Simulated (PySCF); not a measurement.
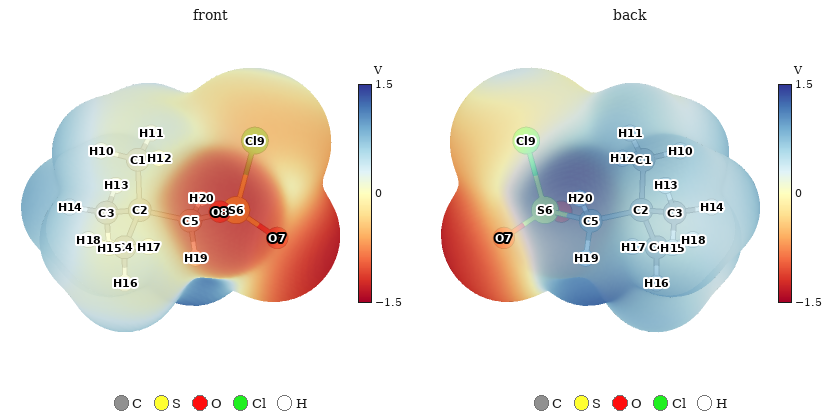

*C₅H₁₁ClO₂S (SMILES CC(C)(C)CS(=O)(=O)Cl). The molecular electrostatic potential painted on the density surface at 0.001 e/bohr³, seen from the front and from behind; red is negative and blue positive.*

Geometry: GFN2-xTB.

All numbers below come from PBE0/pcSseg-1, SCF density, gas phase, non-relativistic (PySCF).

```xyz
20

C    -0.7266    0.8605   -1.0214
C    -0.4838   -0.0239    0.2005
C    -1.7060   -0.9193    0.4440
C    -0.2292    0.8416    1.4348
C     0.7135   -0.9297   -0.0462
S     2.1956   -0.0585   -0.6099
O     3.3305   -0.8693   -0.3047
O     2.2485    1.3249   -0.2624
Cl    1.9965   -0.1351   -2.6416
H    -1.6404    1.4342   -0.8854
H    -0.8316    0.2628   -1.9239
H     0.0947    1.5573   -1.1554
H    -1.9329   -1.5134   -0.4380
H    -2.5734   -0.3075    0.6764
H    -1.5299   -1.5931    1.2792
H    -0.0874    0.2226    2.3183
H     0.6532    1.4574    1.2921
H    -1.0794    1.4954    1.6127
H     1.0502   -1.4344    0.8562
H     0.5328   -1.6619   -0.8283
```

> Describe the electrostatic potential map.

The most negative region (about −1.3 V) lies over O7, the most positive (about +1.2 V) over H19 and H20. Cl9 shows a σ-hole: about +0.3 V at the tip opposite its bond, against about −0.1 V on its flanks. O7 is the likeliest acceptor of a hydrogen bond.
